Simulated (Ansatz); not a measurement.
# AlS (doublet): correlated methods under varied settings at distance Al1–S2 = 2.471 Å

Aim: run AlS (doublet) at one geometry under a spread of methods and options, and see what each costs and gives.

Method: the settings change from run to run; program: Ansatz 0.2.0, Gaussian basis.

28 further runs of the same task are left out: 2 for a known fault of the program, 25 that didn't finish, 1 set aside as unsound or not needed.

## 1. The geometry

The geometry derives from a PBE0/def2-TZVP stationary point (not a proven minimum). One bond is set to the value named and the two fragments are kept rigid.

2 atoms, charge 0, spin multiplicity 2.

Atoms are counted from 1 here; the program's logs count them from 0.

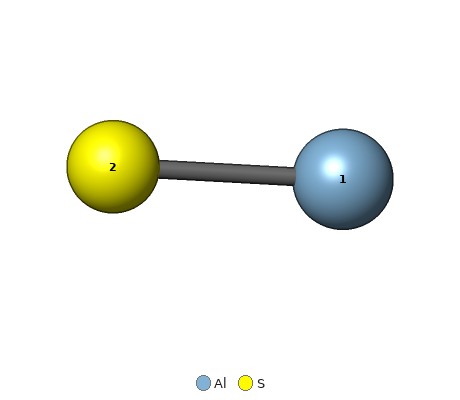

The geometry (aluminium light blue, sulfur yellow); atoms are numbered from 1 in the order of the file.

## 2. CCSDT(Q)/B on UHF/STO-3G

in.yaml

```yaml
crystal:
  periodic: [false, false, false]
  atoms:
    - {symbol: Al, position_ang: [0.000000, 0.000000, 0.000000]}
    - {symbol: S, position_ang: [0.000000, 0.000000, 2.471000]}
basis:
  gaussian: {orbitals: STO-3G}
magnetization: {spin_polarized: true, initial_magnetization: 1}
correlation: {method: ccsdt_q_b, electrons: outside_noble_gas}
scf: {omitted_lower_state_checks: [cluster_reference]}
```

Run with:

```console
$ ansatz run in.yaml --threads 1 --pin off --events-out ev --progress --plain --max-ram 2393MiB
```

The log of the run, shortened:

```text
Functional definition: HF
  name "HF"
  cite "Fock, Z. Phys. 61, 126 (1930) doi:10.1007/BF01340294"
  parent pbe
[...]
282 factors; integrals over basis functions are off by at most 3.0e-8 eV
[...]
mean field -17200.74906652 eV, -632.1158691081 hartree, gradient 7.9e-6 eV, S^2 0.759612; 17 other end points of the search recorded, 0 dependent functions left out
10 core orbitals not correlated: weight in the atoms' cores, before any rotation towards them, 1.000 or more for the frozen orbitals, at most 0.000 for the correlated occupied ones
reference -17200.74906652 eV, -632.1158691081 hartree; 5, 4 occupied and 3, 4 virtual orbitals, 282 factors
second order -0.82122516 eV of doubles, -0.00000000 eV of singles
cycle   1  -1.06240073 eV  change   -2.4e-1 eV  update   7.6e-2
[...]
cycle  19  -1.32259643 eV  change    8.8e-7 eV  update   5.0e-7
perturbative correction -0.00293040 eV, -0.0001076901 hartree
Total energy: -17202.07459334 eV, -632.1645813204 hartree
Checks for a lower state left out: cluster_reference
```

Run time: 1.7 s. Hardware: 1 thread of INTEL XEON PLATINUM 8581C at 2.10GHz, shared host.

From the report: ⟨S²⟩ of the determinant 0.760 (pure doublet: 0.75); correlation -1.3255 eV; T1 0.019; largest double amplitude 0.12.

## 3. NEVPT2(3,4)/6-31G

in.yaml

```yaml
crystal:
  periodic: [false, false, false]
  atoms:
    - {symbol: Al, position_ang: [0.000000, 0.000000, 0.000000]}
    - {symbol: S, position_ang: [0.000000, 0.000000, 2.471000]}
basis:
  gaussian: {orbitals: 6-31G}
magnetization: {spin_polarized: false, initial_magnetization: 1}
correlation: {method: sc_nevpt2, electrons: outside_noble_gas, active_space: {window: {electrons: 3, orbitals: 4}, states: [{multiplicity: 2, weights: [1, 1]}]}}
output: {forces: true}
```

Same command.

The log of the run, shortened:

```text
Functional definition: HF
  name "HF"
  cite "Fock, Z. Phys. 61, 126 (1930) doi:10.1007/BF01340294"
  parent pbe
[...]
497 factors; integrals over basis functions are off by at most 1.2e-7 eV
[...]
mean field -17398.73604977 eV, -639.3917565423 hartree, gradient 2.2e-6 eV, S^2 0.750000; 9 other end points of the search recorded, 0 dependent functions left out
reference -17398.73604977 eV, -639.3917565423 hartree; 15, 14 occupied and 11, 12 virtual orbitals, 497 factors
state -17398.97639082 eV, -639.4005889130 hartree
state -17398.97639082 eV, -639.4005889130 hartree
state -17398.97639082 eV, -639.4005889130 hartree; corrected -17400.31530631 eV, -639.4497931494 hartree
state -17398.97639082 eV, -639.4005889130 hartree; corrected -17400.31530630 eV, -639.4497931494 hartree
[...]
Total energy: -17400.31530631 eV, -639.4497931494 hartree
Atom 0 at     0.000000     0.000000     0.000000 Å, force     0.000000    -0.000000     0.356834 eV/Å
Atom 1 at     0.000000     0.000000     2.471000 Å, force    -0.000000     0.000000    -0.356834 eV/Å
Dipole moment:    -0.000000     0.000000    -0.665892 e Å
```

Run time: 1.5 s. Hardware: 1 thread of INTEL XEON PLATINUM 8581C at 2.10GHz, shared host.

From the report: 12 determinants; active occupations (of the averaged states) 1.49, 1.49, 0.01, 0.01.

## 4. CISD/def2-SVP

in.yaml

```yaml
crystal:
  periodic: [false, false, false]
  atoms:
    - {symbol: Al, position_ang: [0.000000, 0.000000, 0.000000]}
    - {symbol: S, position_ang: [0.000000, 0.000000, 2.471000]}
basis:
  gaussian: {orbitals: def2-SVP}
magnetization: {spin_polarized: false, initial_magnetization: 1}
correlation: {active_space: {ras: {orbitals: [4, 1, 21], electrons: 9, max_holes: 2, max_particles: 2}, fixed_orbitals: true}}
output: {forces: true}
```

Same command.

The log of the run, shortened:

```text
Functional definition: HF
  name "HF"
  cite "Fock, Z. Phys. 61, 126 (1930) doi:10.1007/BF01340294"
  parent pbe
[...]
316 factors; integrals over basis functions are off by at most 9.3e-4 eV
[...]
mean field -17394.46372624 eV, -639.2347515484 hartree, gradient 6.1e-6 eV, S^2 0.750000; 9 other end points of the search recorded, 0 dependent functions left out
reference -17394.46372624 eV, -639.2347515484 hartree; 15, 14 occupied and 21, 22 virtual orbitals, 316 factors
state -17398.84188879 eV, -639.3956460543 hartree
[...]
Total energy: -17398.84188879 eV, -639.3956460543 hartree
Atom 0 at     0.000000     0.000000     0.000000 Å, force    -0.000000     0.000000     1.665002 eV/Å
Atom 1 at     0.000000     0.000000     2.471000 Å, force     0.000000    -0.000000    -1.665002 eV/Å
Dipole moment:     0.000000     0.000000    -0.450084 e Å
```

Wall time 1.5 s (1 thread of INTEL XEON PLATINUM 8581C at 2.10GHz, shared host).

From the report: 5,126 determinants.

## 5. CCSDT(Q)/6-31G

in.yaml

```yaml
crystal:
  periodic: [false, false, false]
  atoms:
    - {symbol: Al, position_ang: [0.000000, 0.000000, 0.000000]}
    - {symbol: S, position_ang: [0.000000, 0.000000, 2.471000]}
basis:
  gaussian: {orbitals: 6-31G}
magnetization: {spin_polarized: false, initial_magnetization: 1}
hamiltonian: {xc: {name: PBE}}
correlation: {method: ccsdt_q, electrons: all}
```

The command is unchanged.

The log of the run, shortened:

```text
Functional definition: PBE
  name "PBE"
  cite "Perdew, Burke & Ernzerhof, Phys. Rev. Lett. 77, 3865 (1996) doi:10.1103/PhysRevLett.77.3865"
  parent pbe
[...]
497 factors; integrals over basis functions are off by at most 1.2e-7 eV
[...]
mean field -17421.60148227 eV, -640.2320456879 hartree, gradient 1.2e-6 eV, S^2 0.750000; 10 other end points of the search recorded, 0 dependent functions left out
[...]
reference -17397.95101537 eV, -639.3629070603 hartree; 15, 14 occupied and 11, 12 virtual orbitals, 497 factors
second order -2.35051993 eV of doubles, -0.44842517 eV of singles
cycle   1  -2.72681553 eV  change    6.6e-2 eV  update   1.2e-1
[...]
cycle  33  -3.16953629 eV  change   -1.0e-6 eV  update   1.4e-6
perturbative correction -0.00755146 eV, -0.0002775109 hartree
Total energy: -17401.12810313 eV, -639.4796628816 hartree
```

Run time: 43 s. Hardware: 1 thread of INTEL XEON PLATINUM 8581C at 2.10GHz, shared host; peak memory 1.2 GiB.

From the report: correlation -3.1771 eV; T1 0.085; largest double amplitude 0.08. The orbitals are Kohn-Sham ones, so correlation energy and T1 don't compare with those on Hartree-Fock orbitals.

## 6. The runs in one table

```
                                     level         correlated  functions  energy (eV)   time
                  CCSDT(Q)/B on UHF/STO-3G  outside noble gas         18  -17202.0746  1.7 s
NEVPT2(3,4)/6-31G (mean of several states)  outside noble gas         26  -17400.3153  1.5 s
                             CISD/def2-SVP  outside noble gas         36  -17398.8419  1.5 s
          CCSDT(Q)/6-31G (on PBE orbitals)                all         26  -17401.1281   43 s
```

## 7. Summary of results

| quantity | value |
| --- | --- |
| runs | 4 |
| quickest | NEVPT2(3,4)/6-31G (mean of several states), 1.5 s |
| slowest | CCSDT(Q)/6-31G (on PBE orbitals), 43 s |

Total energies in different bases, with other cores or another treatment of relativity can't be set against each other. CCSDT(Q)/6-31G (on PBE orbitals) took 29 times as long as NEVPT2(3,4)/6-31G (mean of several states); the jobs differ in more than the method.
